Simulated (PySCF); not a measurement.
Be(F)2, SMILES [F][Be][F], singlet at its CAM-B3LYP/def2-SVP optimised geometry (Å):

```
3

Be     0.0000     0.0000     0.0000
F      1.3801     0.0000     0.0000
F     -1.3801     0.0000     0.0000
```

Level of theory: CAM-B3LYP/def2-TZVP in PySCF. Cells within 0.4 Å of a nucleus heavier than hydrogen are left out (blank, or x).

Map of the LUMO amplitude (bohr^(-3/2)) on the plane z = 0.0 Å; orbital energy -0.15 eV, overall sign arbitrary:

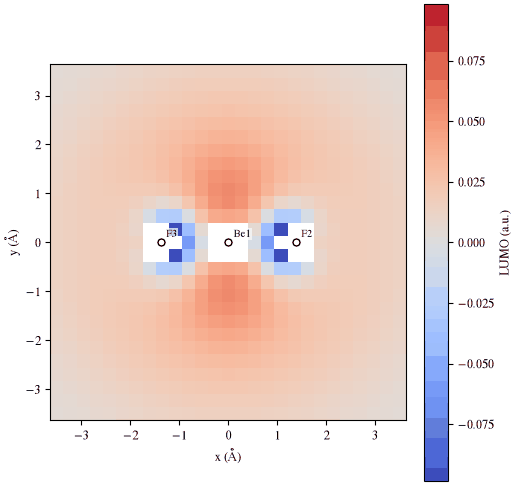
Figure: LUMO amplitude (bohr^(-3/2)) on the plane z = 0.0 Å.
